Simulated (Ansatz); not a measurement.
The starting structures come from a database of crystals and need not be the phases stable at ambient conditions.

 Where the default PAW files enter, the runs use the earlier of Ansatz's two default sets.

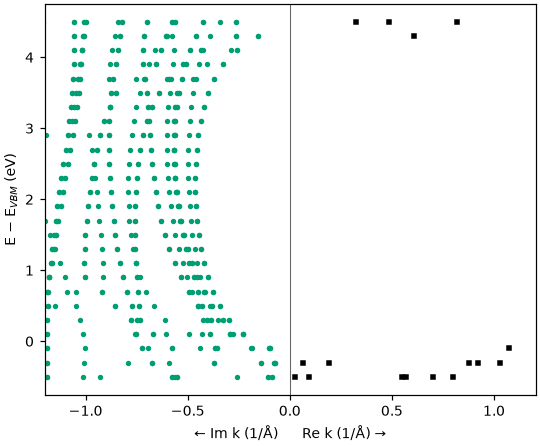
Figure: Complex bands at the centre of the two-dimensional zone; r2SCAN in Ansatz (a program for electronic structure)

The gap is the functional's own. No spin-orbit coupling. Mid-gap values are interpolated on the energy grid.

**Question.** This is LiNbO$_{3}$ (R-3, not sure to be the ambient phase, 10 atoms a cell, 11.7 Å³ an atom, -9 GPa at this level) along the normal of (110). Read off the slowest decay at the centre of the two-dimensional zone at 2.10 eV, the computed energy nearest the middle of the gap.

**Answer.** κ ≈ 0.46 1/Å, a decay length 1/(2κ) of the density of 1.1 Å.
